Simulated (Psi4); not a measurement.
# CH5FOSn (SMILES FC[O][SnH3]) at B3LYP/def2-SVP (core potential, sweep point 2)

Aim: the energy change on altering one bond length of CH5FOSn at B3LYP/def2-SVP (core potential, sweep point 2), from 2 runs. 

The calculation is run with Psi4 1.11.

## Step 1: Starting point

CH5FOSn: 9 atoms, total charge 0, spin state singlet. As SMILES, `FC[O][SnH3]`. The shape is that of a PBE0-D4/def2-TZVP optimisation. This is one conformer, not always the lowest.

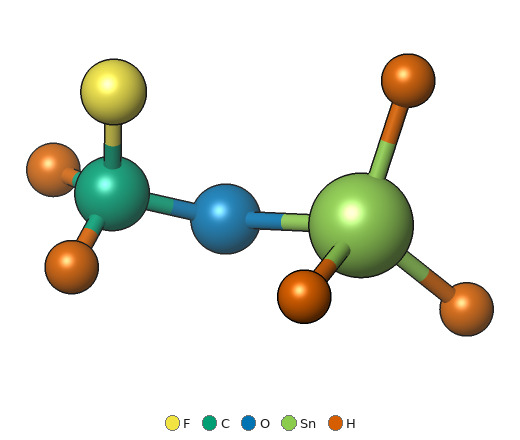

Viewed from a chosen angle; fluorine yellow, carbon teal, oxygen blue, tin green, hydrogen orange.

## Step 2: The energy at B3LYP/def2-SVP (core potential, sweep point 2)

job.dat reads:

```
memory 1600 mb

molecule m {
  0 1
  F     -0.596800     1.754200     0.031500
  C     -1.291500     0.566100     0.277800
  O     -0.736000    -0.463400    -0.405000
  Sn     1.239300    -0.701500    -0.319700
  H     -1.258800     0.434000     1.369300
  H     -2.319100     0.724600    -0.066100
  H      1.690100    -0.390300     1.294800
  H      1.407800    -2.333100    -0.765300
  H      1.953500     0.363100    -1.434400
  symmetry c1
}

set {
  basis                def2-SVP
  reference            rks
  puream               true
  scf_type             pk
  dft_radial_points    99
  dft_spherical_points 590
}

energy_value = energy('b3lyp')
```

The run is started by

```console
$ psi4 -n 1 job.dat job.out
```

job.out:

```text
[...]
    !!!  WARNING: ECP capability is in beta. Please check occupations closely.  !!!
[...]
  Running in c1 symmetry.
[...]
  Nuclear repulsion =  215.208411609404635
[...]
  Multiplicity = 1
[...]
  Nalpha       = 25
  Nbeta        = 25
[...]
    Number of basis functions: 93
[...]
   @RKS iter   1:  -430.16070505020093   -1.40802e+00   7.25947e-03 ADIIS/DIIS
[...]
   @RKS iter   9:  -430.35714467737722   -2.47401e-08   2.38013e-07 DIIS
[...]
    Orbital Energies [Eh]
    ---------------------
    Doubly Occupied:
       1A    -24.662069     2A    -19.127714     3A    -10.300903
       4A     -5.120058     5A     -3.463311     6A     -3.460064
       7A     -3.459513     8A     -1.169305     9A     -1.062158
      10A     -1.045467    11A     -1.044705    12A     -1.041137
      13A     -1.040921    14A     -0.976955    15A     -0.655242
      16A     -0.545643    17A     -0.501687    18A     -0.498023
      19A     -0.463471    20A     -0.374360    21A     -0.371202
      22A     -0.347043    23A     -0.341950    24A     -0.311193
      25A     -0.278328
[...]
  @RKS Final Energy:  -430.35714467737722
   => Energetics <=
    Nuclear Repulsion Energy =            215.2084116094046351
    One-Electron Energy =               -1102.1500331217789608
    Two-Electron Energy =                 492.6160132764983928
    DFT Exchange-Correlation Energy =     -36.0315364415012453
    Empirical Dispersion Energy =           0.0000000000000000
    VV10 Nonlocal Energy =                  0.0000000000000000
    Total Energy =                       -430.3571446773772209
[...]
 Multipole Moments:
 ------------------------------------------------------------------------------------
     Multipole            Electronic (a.u.)      Nuclear  (a.u.)        Total (a.u.)
 ------------------------------------------------------------------------------------
 L = 1.  Multiply by 2.5417464519 to convert [e a0] to [Debye]
 Dipole X            :         43.2874616          -42.8719753            0.4154863
 Dipole Y            :        -27.1142056           26.7267383           -0.3874673
 Dipole Z            :         -6.9886928            7.2684591            0.2797663
 Magnitude           :                                                    0.6332685
[...]
```

Run time: 16 s. Hardware: 1 thread of AMD EPYC 7B13 (Zen 3), shared host; peak memory 0.9 GiB.

## Step 3: The distorted shape at the same level

job.in reads:

```
memory 1600 mb

molecule system {
  0 1
  F      0.225310     1.627395     0.306630
  C     -0.469390     0.439295     0.552930
  O      0.086110    -0.590205    -0.129870
  Sn     2.061410    -0.828305    -0.044570
  H     -0.436690     0.307195     1.644430
  H     -2.319100     0.724600    -0.066100
  H      2.512210    -0.517105     1.569930
  H      2.229910    -2.459905    -0.490170
  H      2.775610     0.236295    -1.159270
  symmetry c1
}

set globals {
  basis                def2-SVP
  puream               true
  scf_type             pk
  dft_radial_points    99
  dft_spherical_points 590
}

energy_value, wavefunction = energy("b3lyp", return_wfn=True)
print_variables()
```

The run is started by

```console
$ psi4 -i job.in -o job.out -n 1
```

job.out:

```text
[...]
    !!!  WARNING: ECP capability is in beta. Please check occupations closely.  !!!
[...]
  Running in c1 symmetry.
[...]
  Nuclear repulsion =  212.069582970438404
[...]
  Multiplicity = 1
[...]
  Nalpha       = 25
  Nbeta        = 25
[...]
    Number of basis functions: 93
[...]
   @RKS iter   1:  -430.01962216414341   -1.49111e+00   7.41853e-03 DIIS/ADIIS
[...]
   @RKS iter  10:  -430.24308020855568   -2.11616e-08   1.88123e-07 DIIS
[...]
    Orbital Energies [Eh]
    ---------------------
    Doubly Occupied:
       1A    -24.690292     2A    -19.155526     3A    -10.352348
       4A     -5.134559     5A     -3.478481     6A     -3.474223
       7A     -3.473667     8A     -1.191516     9A     -1.078913
      10A     -1.059901    11A     -1.059215    12A     -1.055336
      13A     -1.055126    14A     -0.997140    15A     -0.648183
      16A     -0.562048    17A     -0.521407    18A     -0.483072
      19A     -0.462450    20A     -0.392802    21A     -0.374466
      22A     -0.361383    23A     -0.346240    24A     -0.318114
      25A     -0.252347
[...]
  @RKS Final Energy:  -430.24308020855568
   => Energetics <=
    Nuclear Repulsion Energy =            212.0695829704384039
    One-Electron Energy =               -1095.1187732329926803
    Two-Electron Energy =                 488.6819965965844403
    DFT Exchange-Correlation Energy =     -35.8758865425858602
    Empirical Dispersion Energy =           0.0000000000000000
    VV10 Nonlocal Energy =                  0.0000000000000000
    Total Energy =                       -430.2430802085556820
[...]
 Multipole Moments:
 ------------------------------------------------------------------------------------
     Multipole            Electronic (a.u.)      Nuclear  (a.u.)        Total (a.u.)
 ------------------------------------------------------------------------------------
 L = 1.  Multiply by 2.5417464519 to convert [e a0] to [Debye]
 Dipole X            :         45.1413451          -43.9702140            1.1711311
 Dipole Y            :        -27.4524789           26.8961343           -0.5563446
 Dipole Z            :         -6.5108393            6.9009189            0.3900796
 Magnitude           :                                                    1.3539680
[...]
```

Run time: 17 s. Hardware: 1 thread of AMD EPYC 7B13 (Zen 3), shared host; peak memory 0.9 GiB.

## Step 4: What came out

At B3LYP/def2-SVP (core potential, sweep point 2):

| quantity | value |
| --- | --- |
| first shape: total energy | -430.35714 Eh |
| first shape: dipole moment | 1.61 D |
| first shape: HOMO energy | -7.57 eV |
| first shape: LUMO energy | -0.41 eV |
| first shape: HOMO–LUMO gap | 7.16 eV |
| distorted shape: total energy | -430.24308 Eh |
| distorted shape: dipole moment | 3.44 D |
| distorted shape: HOMO energy | -6.87 eV |
| distorted shape: LUMO energy | -1.76 eV |
| distorted shape: HOMO–LUMO gap | 5.11 eV |
| energy change with the C2–H6 bond stretched from 1.095 to 1.971 Å | 3.104 eV |

With the C2–H6 bond stretched from 1.095 to 1.971 Å the energy rises by 3.10 eV (72 kcal/mol). The first shape isn't relaxed at this level, so the change isn't measured from a minimum. A restricted reference can't describe the breaking bond well at this length.
